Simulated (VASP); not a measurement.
Band structure of PbBrF (space group P4/nmm). Calculation: r2SCAN meta-GGA, VASP's PBE PAW potentials (set 64) (plane waves; VASP 6.6.1).

Unless said otherwise, spin-orbit coupling is left out, though it shifts the bands of the heavy elements here.

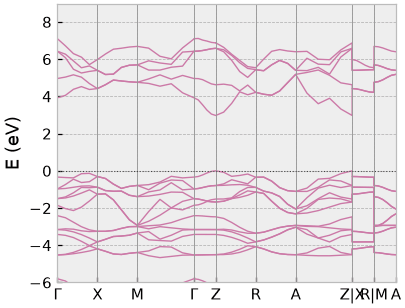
*Bands along high-symmetry lines, zero at the valence-band maximum or, without a gap, the Fermi level*

Question: Read the plot: is there a gap, and where are the band edges?

Answer: The gap is direct, 2.97 eV, from the valence maximum at Z to the conduction minimum at Z.

The structure comes from a computed database's PbBrF entry (P4/nmm); how it stands against other phases isn't given here. It was relaxed first.
